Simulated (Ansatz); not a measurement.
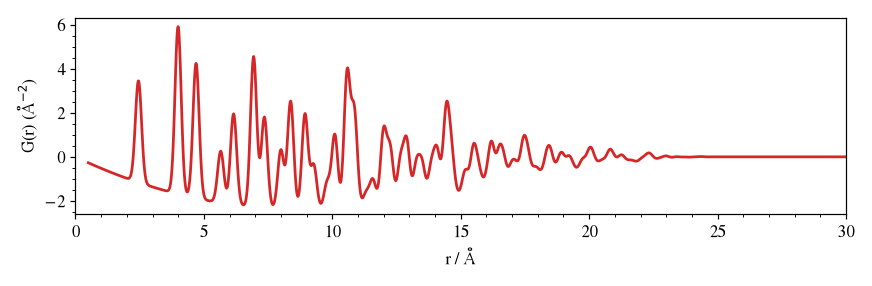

Simulated X-ray pair distribution function, G(r) = R(r)/r − 4πρ₀r, summed over the atomic distances of the structure with each pair weighted by the product of the atomic numbers (X-ray weights at Q = 0); every distance is a Gaussian of σ = 0.12 Å, for spherical particles of Ge with the bulk structure: the bulk G(r) is multiplied by the envelope of a sphere of diameter D, 1 − 3r/2D + r³/2D³, with no surface relaxation. The number density is 0.0441 atoms per Å³. It is based on the input geometry of an electronic-structure calculation (not necessarily at equilibrium).

Q: Estimate the particle diameter.

A: About 25 Å (2.5 nm): the signal vanishes at r = D, fading from view somewhat earlier.

Q: Roughly how many atoms does one particle hold?

A: About 360 (number density 0.0441 Å⁻³ times πD³/6).
